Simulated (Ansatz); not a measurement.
**The perfect Rh wire along [110], 9 atoms a period**

Wanted: the relaxed geometry and the bands of the Rh wire along [110], 9 atoms a period.

Main program and level: Ansatz 0.2.0; DFT PBE, plane waves, PAW; relaxation of a wire's period; PAW set soft_1, in the first sound run; inputs show where later runs differ.

### 1. The structure

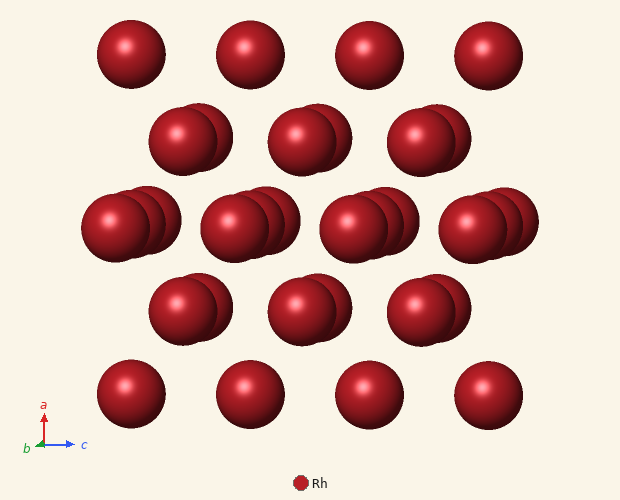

The cell as given, from the side, with the c axis across the page (rhodium red). 1×1×3 cells are drawn. Some periodic images of atoms are drawn too.

The cell holds 9 atoms: 9 Rh. Cell: a = 14.460 Å, b = 12.216 Å, c = 2.708 Å, α = 90.0°, β = 90.0°, γ = 90.0°. Vacuum lies along a and b. The structure's axis is c.

### 2. The relaxed wire

Band widths follow the bond lengths, so the wire is relaxed first. The atoms and the third cell vector are free; the box across stays fixed as vacuum. A Fermi-Dirac smearing is set since the result may be a metal. The pressure printed is a third of the stress's trace over the whole box, vacuum included; only the stress along the axis is relaxed.

Contents of input.yaml:

```yaml
crystal:
  lattice:
    - [14.46, 0.0, 0.0]
    - [0.0, 12.216, 0.0]
    - [0.0, 0.0, 2.7082189719]
  atoms:
    - { symbol: Rh, position: [0.235131397, 0.500017925, 0.0] }
    - { symbol: Rh, position: [0.5, 0.27832351, 0.0] }
    - { symbol: Rh, position: [0.5, 0.500017925, 0.0] }
    - { symbol: Rh, position: [0.764868603, 0.500017925, 0.0] }
    - { symbol: Rh, position: [0.367565698, 0.389170718, 0.5] }
    - { symbol: Rh, position: [0.367565698, 0.610865132, 0.5] }
    - { symbol: Rh, position: [0.632434302, 0.389170718, 0.5] }
    - { symbol: Rh, position: [0.632434302, 0.610865132, 0.5] }
    - { symbol: Rh, position: [0.5, 0.72171234, 0.0] }
kpoints:
  mp_grid: { grid: [1, 1, 30] }
scf:
  occupations: { method: fermi_dirac, width: 0.05 }
hamiltonian:
  xc: pbe
  pseudopotentials: { kind: paw, azcp: { folder: soft_1 } }
relax:
  cell: { fix: [a, b, alpha, beta, gamma] }
  max_steps: 45
  f_tol: 0.03
```

The run is started by

```console
$ ansatz run input.yaml --threads 8 --pin off --max-ram 16384MiB --backend cpu --events-out ev --progress --plain --runs-dir out
```

Numbers of over 12 decimals in the logs are rounded to 6 here.

Output:

```text
Engine: ansatz 0.2.0, aarch64-unknown-linux-gnu
Pseudopotentials: kind: paw
Pseudopotential: Rh, paw, valence charge 17, recommended cutoff 420 eV (normal), soft_1/Rh.paw.azcp
Functional definition: PBE
  parameter kappa = 0.804
  parameter beta = 0.066725
  exchange = pbe_x(kappa = kappa, mu = beta*pi^2/3)
  correlation = pbe_c(beta = beta)
Crystal: 9 atoms, lattice volume = 478.389 Å³
Basis set: ecut = 420 eV, 9445 PW (Γ), exchange–correlation on 200×180×40 points (8 copies of the dense FFT grid, shifted against one another)
Bands: 92, of which v1, the nominal top of the filled ones, is band 77 counted from 1 (76 counted from 0)
Symmetry: 8 space group operations
Space group: Pmmm (ITA 47), of the structure as read, at distance tolerance 7.8e-5 Å
k-points: 16 of 30
Non-local potential: Rh, projectors of the file, l = 0: 3, l = 1: 2, l = 2: 2, l = 3: 1
PAW form: soft (Blöchl's): semilocal exchange-correlation on the pseudo side does not see the compensation charge
PAW one-centre angular grid: Rh, 590 points (default); XC on 64 Gauss nodes
Initial density: superposition of atomic densities (neutral atoms: chi_scale 0, normalization atom)
Initial wavefunctions: pseudopotential atomic-orbital guess
Functional: x = pbe(κ = 0.804, μ = 0.219515), c = pbe(β = 0.066725)
SCF iter   1: F=—  HF=-57620.216857 eV  |F-HF|=—  |Δ(HF+E_count)|=         —  Δρ=4.63e-2  dr2=1.49e1  ethr=3.10e-3  ⟨swp⟩=8.1  Hψ=6100  notcnv=0  defer=2
preconditioner: auto → LDOS  [metal: Δε(μ)=0.009 eV  Ē_g=4.573 eV  σ=0.050 eV  W_gap=0.04  n_scr=74 (ndim 8)  ℏωp=15.3 eV  f_vac=0.608  D(μ)=20.41/eV (n_scr^D=172)  β→1.0]
SCF iter   2: F=—  HF=-57623.232145 eV  |F-HF|=—  |Δ(HF+E_count)|=    3.02e0  Δρ=5.73e-2  dr2=2.72e1  ethr=3.10e-3  ⟨swp⟩=4.0  Hψ=4029  notcnv=0  defer=44
SCF iter   3: F=—  HF=-57616.629127 eV  |F-HF|=—  |Δ(HF+E_count)|=    6.60e0  Δρ=1.33e-2  dr2=1.25e0  ethr=3.10e-3  ⟨swp⟩=3.1  Hψ=3287  notcnv=0  defer=45
SCF iter   4: F=—  HF=-57616.361751 eV  |F-HF|=—  |Δ(HF+E_count)|=   2.67e-1  Δρ=2.21e-3  dr2=2.52e-2  ethr=8.20e-4  ⟨swp⟩=2.3  Hψ=2652  notcnv=0  defer=45
SCF iter   5: F=—  HF=-57616.360280 eV  |F-HF|=—  |Δ(HF+E_count)|=   1.47e-3  Δρ=9.22e-4  dr2=5.82e-3  ethr=1.64e-5  ⟨swp⟩=3.5  Hψ=3241  notcnv=0  defer=38
SCF iter   6: F=—  HF=-57616.360450 eV  |F-HF|=—  |Δ(HF+E_count)|=   1.70e-4  Δρ=3.27e-4  dr2=8.45e-4  ethr=3.80e-6  ⟨swp⟩=2.1  Hψ=2275  notcnv=0  defer=38
SCF iter   7: F=—  HF=-57616.360480 eV  |F-HF|=—  |Δ(HF+E_count)|=   2.97e-5  Δρ=1.52e-4  dr2=2.14e-4  ethr=5.52e-7  ⟨swp⟩=2.2  Hψ=2098  notcnv=0  defer=38
SCF iter   8: F=—  HF=-57616.360446 eV  |F-HF|=—  |Δ(HF+E_count)|=   3.38e-5  Δρ=4.67e-5  dr2=1.50e-5  ethr=1.40e-7  ⟨swp⟩=2.6  Hψ=2108  notcnv=0  defer=38
SCF iter   9: F=—  HF=-57616.360210 eV  |F-HF|=—  |Δ(HF+E_count)|=   2.36e-4  Δρ=2.30e-5  dr2=2.88e-6  ethr=9.83e-9  ⟨swp⟩=3.2  Hψ=2747  notcnv=0  defer=38
SCF iter  10: F=—  HF=-57616.360211 eV  |F-HF|=—  |Δ(HF+E_count)|=   8.06e-7  Δρ=6.85e-6  dr2=2.87e-7  ethr=1.88e-9  ⟨swp⟩=2.2  Hψ=1993  notcnv=0  defer=38
SCF iter  11: F=—  HF=-57616.360211 eV  |F-HF|=—  |Δ(HF+E_count)|=   1.14e-7  Δρ=3.01e-6  dr2=1.06e-7  ethr=6.54e-11  ⟨swp⟩=5.0  Hψ=5230  notcnv=0
SCF iter  12: F=-57616.360211 eV  HF=-57616.360211 eV  |F-HF|=5.86e-9  |Δ(HF+E_count)|=   7.64e-9  Δρ=1.47e-6  dr2=1.77e-8  ethr=6.54e-11  ⟨swp⟩=4.0  Hψ=3601  notcnv=0
SCF 1 converged in 12 iterations: F = -57616.360211 eV  dr2 = 1.77e-8
  greatest PAW one-centre occupation: 1.000 electrons in one spin orbital (limit 2), on the Rh atom at site 2 (counted from 0), in its partial waves of l = 0
relax step   1: F+E_penalty+E_count = -57616.36021120 eV  Δ(F+E_penalty+E_count) = +0.000e0 eV  max|allowed force component| = 1.644e0 eV/Å  Δτ_max = 0.0000 Å  P = -3.971 GPa  Ω = 478.389 Å³  fix = [a, b, alpha, beta, gamma]  reactions: a -4.466, b -2.806 GPa  (12 SCF iters, dr2 threshold 1.00e-7 eV, accepted)
Crystal: 9 atoms, lattice volume = 466.566 Å³
Basis set: ecut = 420 eV, 9173 PW (Γ), exchange–correlation on 200×180×40 points (8 copies of the dense FFT grid, shifted against one another)
Initial density: handed on by an earlier stage of this run
Initial wavefunctions: those handed on with the density
iter 1 solved again at ethr=2.09e-3 eV; its pass at ethr=3.10e-3 eV (dr2=3.19e0 eV) is discarded
SCF iter   1: F=—  HF=-57617.170326 eV  |F-HF|=—  |Δ(HF+E_count)|=         —  Δρ=1.79e-2  dr2=3.19e0  ethr=2.09e-3  ⟨swp⟩=1.8  Hψ=7245  notcnv=0
preconditioner: auto → LDOS  [metal: Δε(μ)=0.015 eV  Ē_g=4.799 eV  σ=0.050 eV  W_gap=0.07  n_scr=74 (ndim 8)  ℏωp=15.5 eV  f_vac=0.634  D(μ)=17.76/eV (n_scr^D=128)  β→1.0]
SCF iter   2: F=—  HF=-57617.024328 eV  |F-HF|=—  |Δ(HF+E_count)|=   1.46e-1  Δρ=6.30e-3  dr2=1.44e-1  ethr=2.09e-3  ⟨swp⟩=2.0  Hψ=1648  notcnv=0
SCF iter   3: F=—  HF=-57617.033374 eV  |F-HF|=—  |Δ(HF+E_count)|=   9.05e-3  Δρ=4.37e-3  dr2=1.45e-1  ethr=9.43e-5  ⟨swp⟩=2.3  Hψ=2655  notcnv=0  defer=39
SCF iter   4: F=—  HF=-57617.018454 eV  |F-HF|=—  |Δ(HF+E_count)|=   1.49e-2  Δρ=1.12e-3  dr2=6.58e-3  ethr=9.43e-5  ⟨swp⟩=2.1  Hψ=2277  notcnv=0  defer=39
SCF iter   5: F=—  HF=-57617.017660 eV  |F-HF|=—  |Δ(HF+E_count)|=   7.95e-4  Δρ=3.82e-4  dr2=1.98e-3  ethr=4.30e-6  ⟨swp⟩=3.2  Hψ=2957  notcnv=0  defer=39
SCF iter   6: F=—  HF=-57617.017432 eV  |F-HF|=—  |Δ(HF+E_count)|=   2.27e-4  Δρ=1.71e-4  dr2=2.70e-4  ethr=1.30e-6  ⟨swp⟩=2.0  Hψ=2022  notcnv=0  defer=39
SCF iter   7: F=—  HF=-57617.017213 eV  |F-HF|=—  |Δ(HF+E_count)|=   2.20e-4  Δρ=6.27e-5  dr2=3.06e-5  ethr=1.77e-7  ⟨swp⟩=2.0  Hψ=2086  notcnv=0  defer=39
SCF iter   8: F=—  HF=-57617.017214 eV  |F-HF|=—  |Δ(HF+E_count)|=   1.09e-6  Δρ=2.43e-5  dr2=4.69e-6  ethr=2.00e-8  ⟨swp⟩=2.0  Hψ=2031  notcnv=0  defer=39
SCF iter   9: F=-57617.017216 eV  HF=-57617.017216 eV  |F-HF|=1.43e-8  |Δ(HF+E_count)|=   2.05e-6  Δρ=5.48e-6  dr2=1.68e-7  ethr=5.88e-10  ⟨swp⟩=5.0  Hψ=5304  notcnv=0
SCF 2 converged in 9 iterations: F = -57617.017216 eV  dr2 = 1.68e-7
relax step   2: F+E_penalty+E_count = -57617.01721586 eV  Δ(F+E_penalty+E_count) = -6.570e-1 eV  max|allowed force component| = 4.161e-1 eV/Å  Δτ_max = 0.1949 Å  P = +0.761 GPa  Ω = 466.566 Å³  energy of the carried Pulay correction = +1.802e-3 eV  fix = [a, b, alpha, beta, gamma]  reactions: a +0.301, b +1.304 GPa  (9 SCF iters, dr2 threshold 9.00e-7 eV, accepted)
Crystal: 9 atoms, lattice volume = 468.326 Å³
Basis set: ecut = 420 eV, 9225 PW (Γ), exchange–correlation on 200×180×40 points (8 copies of the dense FFT grid, shifted against one another)
iter 1 solved again at ethr=2.41e-4 eV; its pass at ethr=3.10e-3 eV (dr2=3.69e-1 eV) is discarded
SCF iter   1: F=—  HF=-57617.074950 eV  |F-HF|=—  |Δ(HF+E_count)|=         —  Δρ=5.96e-3  dr2=3.80e-1  ethr=2.41e-4  ⟨swp⟩=2.6  Hψ=6060  notcnv=0
preconditioner: auto → LDOS  [metal: Δε(μ)=0.005 eV  Ē_g=4.713 eV  σ=0.050 eV  W_gap=0.02  n_scr=74 (ndim 8)  ℏωp=15.4 eV  f_vac=0.631  D(μ)=16.64/eV (n_scr^D=108)  β→1.0]
SCF iter   2: F=—  HF=-57617.063137 eV  |F-HF|=—  |Δ(HF+E_count)|=   1.18e-2  Δρ=2.64e-3  dr2=3.57e-2  ethr=2.41e-4  ⟨swp⟩=2.0  Hψ=1914  notcnv=0
SCF iter   3: F=—  HF=-57617.059998 eV  |F-HF|=—  |Δ(HF+E_count)|=   3.14e-3  Δρ=1.01e-3  dr2=1.03e-2  ethr=2.33e-5  ⟨swp⟩=2.0  Hψ=1923  notcnv=0
SCF iter   4: F=—  HF=-57617.059589 eV  |F-HF|=—  |Δ(HF+E_count)|=   4.09e-4  Δρ=2.70e-4  dr2=6.52e-4  ethr=6.72e-6  ⟨swp⟩=1.0  Hψ=1472  notcnv=0
SCF iter   5: F=—  HF=-57617.059407 eV  |F-HF|=—  |Δ(HF+E_count)|=   1.82e-4  Δρ=1.03e-4  dr2=9.38e-5  ethr=4.26e-7  ⟨swp⟩=2.0  Hψ=2226  notcnv=0
SCF iter   6: F=—  HF=-57617.059426 eV  |F-HF|=—  |Δ(HF+E_count)|=   1.95e-5  Δρ=3.86e-5  dr2=1.69e-5  ethr=6.13e-8  ⟨swp⟩=1.7  Hψ=1542  notcnv=0
SCF iter   7: F=-57617.059428 eV  HF=-57617.059428 eV  |F-HF|=2.88e-7  |Δ(HF+E_count)|=   1.98e-6  Δρ=1.32e-5  dr2=8.49e-7  ethr=5.88e-10  ⟨swp⟩=4.1  Hψ=6560  notcnv=0
SCF 3 converged in 7 iterations: F = -57617.059428 eV  dr2 = 8.49e-7
relax step   3: F+E_penalty+E_count = -57617.05942809 eV  Δ(F+E_penalty+E_count) = -4.221e-2 eV  max|allowed force component| = 7.412e-2 eV/Å  Δτ_max = 0.0614 Å  P = -0.133 GPa  Ω = 468.326 Å³  energy of the carried Pulay correction = +1.531e-3 eV  fix = [a, b, alpha, beta, gamma]  reactions: a -0.225, b -0.001 GPa  (7 SCF iters, dr2 threshold 9.00e-7 eV, accepted)
Crystal: 9 atoms, lattice volume = 468.049 Å³
iter 1 solved again at ethr=1.66e-5 eV; its pass at ethr=3.10e-3 eV (dr2=2.54e-2 eV) is discarded
SCF iter   1: F=—  HF=-57617.062258 eV  |F-HF|=—  |Δ(HF+E_count)|=         —  Δρ=1.54e-3  dr2=2.43e-2  ethr=1.66e-5  ⟨swp⟩=1.9  Hψ=4781  notcnv=0
preconditioner: auto → LDOS  [metal: Δε(μ)=0.012 eV  Ē_g=4.723 eV  σ=0.050 eV  W_gap=0.06  n_scr=74 (ndim 8)  ℏωp=15.4 eV  f_vac=0.632  D(μ)=16.02/eV (n_scr^D=104)  β→1.0]
SCF iter   2: F=—  HF=-57617.061422 eV  |F-HF|=—  |Δ(HF+E_count)|=   8.36e-4  Δρ=6.67e-4  dr2=2.71e-3  ethr=1.59e-5  ⟨swp⟩=1.9  Hψ=1989  notcnv=0
SCF iter   3: F=—  HF=-57617.061205 eV  |F-HF|=—  |Δ(HF+E_count)|=   2.16e-4  Δρ=2.99e-4  dr2=6.04e-4  ethr=1.77e-6  ⟨swp⟩=2.0  Hψ=2363  notcnv=0
SCF iter   4: F=—  HF=-57617.061166 eV  |F-HF|=—  |Δ(HF+E_count)|=   3.92e-5  Δρ=6.64e-5  dr2=2.99e-5  ethr=3.95e-7  ⟨swp⟩=1.9  Hψ=1776  notcnv=0
SCF iter   5: F=—  HF=-57617.060941 eV  |F-HF|=—  |Δ(HF+E_count)|=   2.25e-4  Δρ=2.38e-5  dr2=6.89e-6  ethr=1.96e-8  ⟨swp⟩=2.2  Hψ=2164  notcnv=0
SCF iter   6: F=—  HF=-57617.060941 eV  |F-HF|=—  |Δ(HF+E_count)|=   1.31e-7  Δρ=7.62e-6  dr2=3.56e-7  ethr=4.50e-9  ⟨swp⟩=2.0  Hψ=2112  notcnv=0
SCF iter   7: F=-57617.060941 eV  HF=-57617.060941 eV  |F-HF|=1.34e-8  |Δ(HF+E_count)|=   1.10e-7  Δρ=2.44e-6  dr2=5.17e-8  ethr=2.24e-10  ⟨swp⟩=5.0  Hψ=5142  notcnv=0
SCF 4 converged in 7 iterations: F = -57617.060941 eV  dr2 = 5.17e-8
relax step   4: F+E_penalty+E_count = -57617.06094063 eV  Δ(F+E_penalty+E_count) = -1.513e-3 eV  max|allowed force component| = 1.101e-2 eV/Å  Δτ_max = 0.0151 Å  P = +0.018 GPa  Ω = 468.049 Å³  energy of the carried Pulay correction = +1.574e-3 eV  fix = [a, b, alpha, beta, gamma]  reactions: a -0.002, b +0.057 GPa  (7 SCF iters, dr2 threshold 3.43e-7 eV, accepted)
Basis set: ecut = 420 eV, 9225 PW (Γ), exchange–correlation on 200×180×36 points (8 copies of the dense FFT grid, shifted against one another)
Initial wavefunctions: pseudopotential atomic-orbital guess (no wavefunctions were taken with the density)
iter 1 solved again at ethr=1.68e-6 eV; its pass at ethr=3.10e-3 eV (dr2=2.57e-3 eV) is discarded
SCF iter   1: F=—  HF=-57617.058737 eV  |F-HF|=—  |Δ(HF+E_count)|=         —  Δρ=4.62e-5  dr2=1.93e-6  ethr=1.68e-6  ⟨swp⟩=4.6  Hψ=10502  notcnv=0
eigensolver tolerance schedule: the retry pair's looser diagonalisation over-reported the residual by 1333.48 of it (diagonalisation noise at 2.62 of the residual, at the tolerance the schedule requests for it); recorded, not acted on — ethr = c·dr2/N_el stays at c = 1.0e-1
preconditioner: auto → LDOS  [metal: Δε(μ)=0.015 eV  Ē_g=4.723 eV  σ=0.050 eV  W_gap=0.08  n_scr=74 (ndim 8)  ℏωp=15.4 eV  f_vac=0.632  D(μ)=15.97/eV (n_scr^D=104)  β→1.0]
SCF iter   2: F=—  HF=-57617.058812 eV  |F-HF|=—  |Δ(HF+E_count)|=   7.51e-5  Δρ=2.14e-5  dr2=1.45e-6  ethr=1.26e-9  ⟨swp⟩=3.5  Hψ=3699  notcnv=0
SCF iter   3: F=—  HF=-57617.058811 eV  |F-HF|=—  |Δ(HF+E_count)|=   4.16e-7  Δρ=5.73e-6  dr2=1.97e-7  ethr=9.45e-10  ⟨swp⟩=2.2  Hψ=2579  notcnv=0
SCF iter   4: F=—  HF=-57617.058811 eV  |F-HF|=—  |Δ(HF+E_count)|=   2.78e-8  Δρ=1.72e-6  dr2=1.22e-8  ethr=1.29e-10  ⟨swp⟩=2.2  Hψ=2631  notcnv=0
SCF iter   5: F=—  HF=-57617.058811 eV  |F-HF|=—  |Δ(HF+E_count)|=  8.59e-10  Δρ=5.01e-7  dr2=6.45e-10  ethr=7.95e-12  ⟨swp⟩=3.2  Hψ=2877  notcnv=0
SCF iter   6: F=—  HF=-57617.058811 eV  |F-HF|=—  |Δ(HF+E_count)|=  3.57e-10  Δρ=1.90e-7  dr2=2.22e-10  ethr=1.00e-12  ⟨swp⟩=5.1  Hψ=5414  notcnv=0
SCF iter   7: F=-57617.058811 eV  HF=-57617.058811 eV  |F-HF|=0.00e0  |Δ(HF+E_count)|=  2.18e-11  Δρ=5.40e-8  dr2=5.13e-11  ethr=1.00e-12  ⟨swp⟩=4.5  Hψ=4715  notcnv=0
SCF 5 converged in 7 iterations: F = -57617.058811 eV  dr2 = 5.13e-11
relax step   5: F+E_penalty+E_count = -57617.05881113 eV  Δ(F+E_penalty+E_count) = +2.129e-3 eV  max|allowed force component| = 1.147e-2 eV/Å  Δτ_max = 0.0000 Å  P = +0.027 GPa  Ω = 468.049 Å³  fix = [a, b, alpha, beta, gamma]  reactions: a +0.007, b +0.062 GPa  stress off target by 1.05e-2 GPa on what of the cell is left free  SCF on the basis re-selected at this cell (its energy is not comparable with the rows above)  (7 SCF iters)
basis re-selected at this cell: Δ(F+E_penalty+E_count) = +2.129e-3 eV, ΔP = +0.008 GPa vs the last step (what re-selecting the basis moved, of the pressure what is left beyond the Pulay correction that the steps carried, after the strain that the cell walked since its last selection, with what the two solves' SCF thresholds leave and, on support functions, any second-order correction that the steps lacked; it is no measure of the basis error at this ecutwfc). The dense FFT grid was sized anew with the basis: this SCF ran on 100×90×18 points, the steps before it on 100×90×20, so part of this shift can come from that change (see relax.cell in the input reference). [rest of the remark cut]
SCF converged after 7 iterations
Free energy (F): -57617.058811 eV
Harris-Foulkes:  -57617.058811 eV  (|F-HF|=0.00e0)
Internal energy: -57616.922271 eV  (E = F + TS)
E sigma→0 (E₀):  -57616.990541 eV
Entropy (-TS):   -0.136540 eV (-15.171 meV/atom)
Fermi energy:    2.503351 eV
--- Per-component energies (eV) ---
  E_band       = -3745.450504
  E_kinetic    = 4829.729858
  E_local      = -101572.442952  (includes V_loc(G=0)·N_el)
  E_nonlocal   = 2700.085647
  E_hartree    = 47584.695959
  E_xc         = -1804.265221
  E_vxc        = -2262.249191  (∫ρ·V_xc dr)
  E_paw        = -32436.202085  (= ΣΔE_a)
  E_vpaw       = -2609.965198  (= ΣTr[D̂ρ^β])
  E_aug_tail   = 0.000467  (compensation charges beyond the density's cutoff)
  E_ewald      = 23081.476056
  E_smearing   = -0.136540  (= −TS)
  E_closure    = -0.000000  (closes the sum)
  Σ components = -57617.058811   (vs F -57617.058811, Δ=0.00e0)
--- Forces (eV/Å), atoms counted from 1 ---
  atom   1  Rh    -0.01146591     0.00000000    -0.00000000
  atom   2  Rh     0.00000000    -0.00589747     0.00000000
  atom   3  Rh    -0.00000000     0.00000000     0.00000000
  atom   4  Rh     0.01146591    -0.00000000     0.00000000
  atom   5  Rh     0.00452398    -0.00017555     0.00000000
  atom   6  Rh     0.00452398     0.00017555     0.00000000
  atom   7  Rh    -0.00452398    -0.00017555    -0.00000000
  atom   8  Rh    -0.00452398     0.00017555    -0.00000000
  atom   9  Rh    -0.00000000     0.00589747    -0.00000000
  max |Σ_I F_I| component: 8.67e-19 eV/Å
--- Stress (GPa, compression-positive) ---
        0.007306       0.000000       0.000000
        0.000000       0.061736      -0.000000
        0.000000      -0.000000       0.010482
  P = ⅓ Tr σ = 0.0265 GPa (0.265 kbar)
--- Relaxed structure (4 steps of the walk, 4 accepted, 1 SCFs on fresh bases) ---
  F+E_penalty+E_count = -57617.05881113 eV   max|allowed force component| = 1.147e-2 eV/Å   (the final SCF, on the basis selected at the relaxed cell)
  cell:  # Å, volume = 468.0488 Å³
    - [14.46, 0, 0]
    - [0, 12.216, 0]
    - [0, 0, 2.649682]
  atoms:
    - { symbol: Rh, position: [0.251044, 0.500018, 0] }
    - { symbol: Rh, position: [0.500000, 0.285201, 1.7220364140764086e-18] }
    - { symbol: Rh, position: [0.500000, 0.500018, 0] }
    - { symbol: Rh, position: [0.748956, 0.500018, 0] }
    - { symbol: Rh, position: [0.371349, 0.387266, 0.500000] }
    - { symbol: Rh, position: [0.371349, 0.612769, 0.500000] }
    - { symbol: Rh, position: [0.628651, 0.387266, 0.500000] }
    - { symbol: Rh, position: [0.628651, 0.612769, 0.500000] }
    - { symbol: Rh, position: [0.500000, 0.714835, -1.7220364140764084e-18] }
```

Elapsed: 61 s, on 8 threads of Arm Neoverse N1, shared host; peak memory 2.1 GiB; 7.7 min of CPU time.

(Part 1 of 2 ends here.)

[Logs are printed without paths, hosts, clocks, repeated set-up lines and the standing remarks that a program may print on its own settings, such as how far it seeks lower states.]

[Hosts, paths, dates, database ids (printed as entryN), source tags and the programs' standing remarks are cut or masked in the printed files.]
